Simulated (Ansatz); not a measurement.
Consider H3K4 (charge +1).

```yaml
atoms:
  - { symbol: K, position_ang: [-0.8100, -1.8605, 1.9063] }
  - { symbol: K, position_ang: [-1.8713, 2.0186, -0.4217] }
  - { symbol: K, position_ang: [0.8941, -1.1732, -2.3619] }
  - { symbol: K, position_ang: [1.5102, 0.8580, 0.7411] }
  - { symbol: H, position_ang: [0.2511, 1.1846, -1.5910] }
  - { symbol: H, position_ang: [1.0417, -1.7013, 0.1417] }
  - { symbol: H, position_ang: [-1.0159, 0.6738, 1.5854] }
```

Geometry: r2SCAN-D4/def2-SVP.

Theory: RKS PBE0-D4/def2-TZVP (Ansatz).

Question: What can the converged electron density and electron localisation function tell about the bonding?

Answer: K–K (3.76 Å): ρ is about 0.03 e/Å³ halfway; the ELF is about 0 at the midpoint.

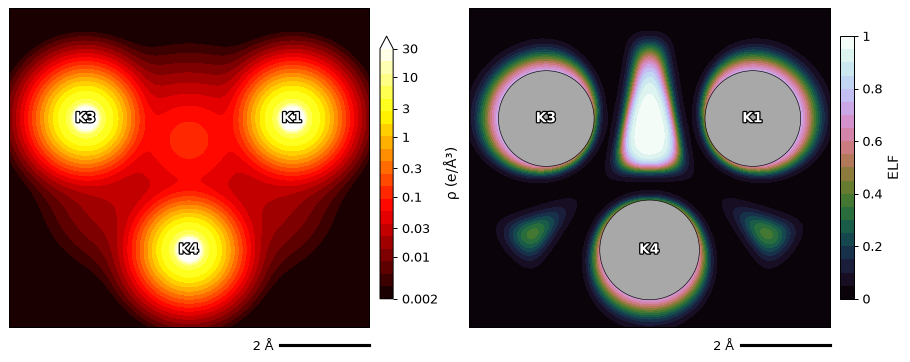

Computed electron density and electron localisation function on the plane of atoms K1, K4 and K3, in this order. Grey discs cover the atomic cores in the ELF map. 
